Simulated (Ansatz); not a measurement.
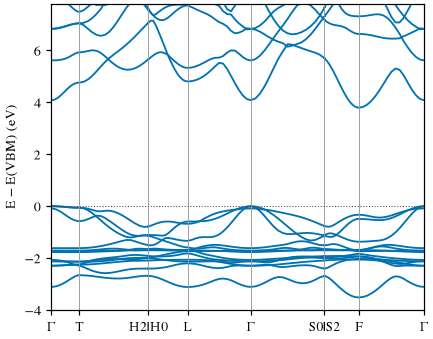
Figure. Band structure from the program Ansatz at the r²SCAN level (PAW)

### Question
Read off the gap and where the band edges lie.

### Answer
About 3.8 eV (3.79 eV by a search for the band edges); maximum at Γ, minimum at F.

The material is RbLuO2 in space group R-3m (No. 166; Rb on 3a, Lu on 3b, O on 6c).

The first step of the workflow began from a Materials Project structure, measured or hypothetical; the Crystallography Open Database files this formula in space group No. 166, but the cells were not matched. Whether it is the stable phase at ambient conditions was not checked. Symmetry was held in the r²SCAN relaxation; its stability against distortions is not shown here. Spin–orbit coupling is left out wherever it is not named.

Potentials: the later of the program's two PAW sets.
